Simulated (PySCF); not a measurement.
Scan of O₂Zr, singlet: map of symmetric stretch and bend. Scanned: Zr-O bond length and O-Zr-O angle.

Cartesian coordinates as functions of the variables (Å; names that start with a are angles):
```
Zr  0  0  0
O  r*sin(a/2)  0  r*cos(a/2)
O  -r*sin(a/2)  0  r*cos(a/2)
```

Computed with restricted B3LYP/LANL2DZ, with its core potentials past Ne (PySCF 2.14.0).

Energy in mEh above the lowest grid point; x is the Zr-O bond length (Å), y the O-Zr-O angle (°).

| y \ x | 1.51 | 1.60 | 1.69 | 1.78 | 1.87 | 1.96 | 2.05 | 2.14 | 2.23 | 2.31 | 2.40 |
|---|---|---|---|---|---|---|---|---|---|---|---|
| 180 | 447.3 | 275.6 | 160.2 | 103.4 | 86.3 | 95.3 | 121.0 | 156.6 | 197.5 | 235.8 | 278.7 |
| 171.36 | 441.8 | 266.6 | 153.8 | 98.4 | 82.0 | 91.4 | 117.1 | 152.6 | 193.2 | 230.9 | 273.2 |
| 162.73 | 427.0 | 243.3 | 136.8 | 85.3 | 71.1 | 81.8 | 108.4 | 144.4 | 185.4 | 223.4 | 266.2 |
| 154.09 | 383.4 | 212.3 | 114.1 | 67.7 | 56.8 | 69.7 | 97.7 | 134.8 | 176.7 | 215.5 | 259.0 |
| 145.45 | 339.0 | 179.9 | 90.0 | 49.0 | 41.8 | 57.2 | 87.1 | 125.5 | 168.5 | 208.1 | 252.4 |
| 136.82 | 298.9 | 149.9 | 67.3 | 31.5 | 27.9 | 45.9 | 77.6 | 117.4 | 161.5 | 201.8 | 246.9 |
| 128.18 | 265.4 | 124.5 | 48.1 | 16.7 | 16.3 | 36.6 | 70.1 | 111.2 | 156.2 | 197.3 | 243.0 |
| 119.55 | 239.9 | 105.4 | 33.7 | 5.9 | 8.2 | 30.4 | 65.2 | 107.4 | 153.2 | 194.8 | 240.9 |
| 110.91 | 223.1 | 93.3 | 25.2 | 0.0 | 4.2 | 27.8 | 63.7 | 106.6 | 152.8 | 194.7 | 241.1 |
| 102.27 | 215.9 | 89.4 | 23.5 | 0.0 | 5.3 | 29.7 | 66.0 | 109.2 | 155.5 | 197.4 | 243.8 |
| 93.64 | 220.7 | 95.3 | 30.3 | 7.2 | 12.7 | 37.0 | 73.1 | 116.0 | 162.0 | 203.5 | 249.4 |
| 85 | 242.2 | 115.0 | 48.4 | 24.0 | 28.2 | 51.4 | 86.3 | 128.1 | 173.1 | 213.8 | 258.8 |

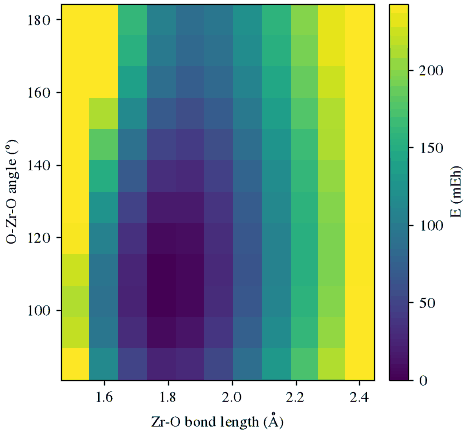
Figure: Energy surface, cut off at 242 mEh.

Points that lie below all their neighbours on the grid: x = 1.78, y = 110.91 (0.0 mEh).
